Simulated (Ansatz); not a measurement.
SnGe₁₅, 64 atoms, a = 11.36 Å, b = 11.36 Å, c = 11.53 Å, α = 90.00°, β = 90.00°, γ = 90.00°.

Space group P1.

Computed with Ansatz, DFT r2SCAN, scalar-relativistic, plane waves, PAW.

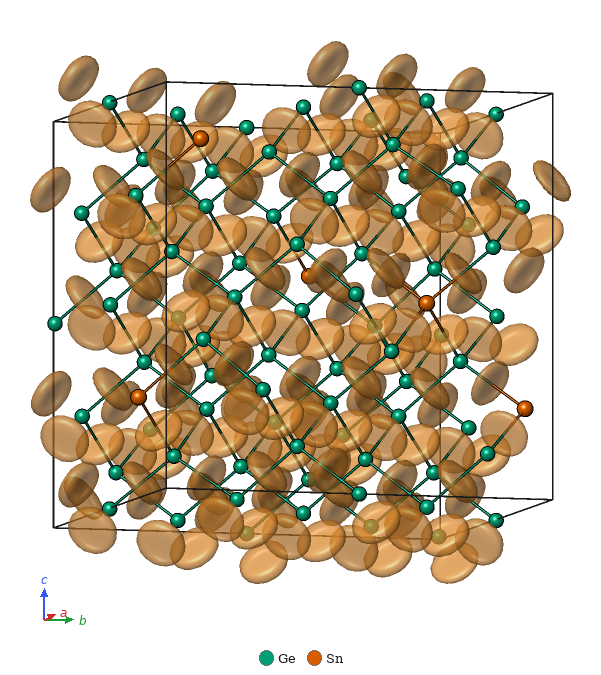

SnGe₁₅. Isosurface of the ELF at 0.65 (orange), seen at an oblique angle. Only the valence region is drawn (cores and ρ < 0.01 e/Å³ removed). Sticks mark near contacts.

Core electrons are frozen (PAW), and the valence fields are smoothed inside the atomic spheres.

What do the ELF domains correspond to?

The surface consists of 112 regions between bonded Ge–Ge atoms (shared pairs) and 16 regions between bonded Ge–Sn atoms (shared pairs), counted in one cell of 64 atoms. Any copies at cell faces, edges or corners count once.

Values along the shortest contacts:
Ge–Ge (2.43 Å): the ELF peaks at about 0.80 between the atoms: a shared electron pair. Sn–Ge (2.59 Å): the ELF peaks at about 0.75 between the atoms.
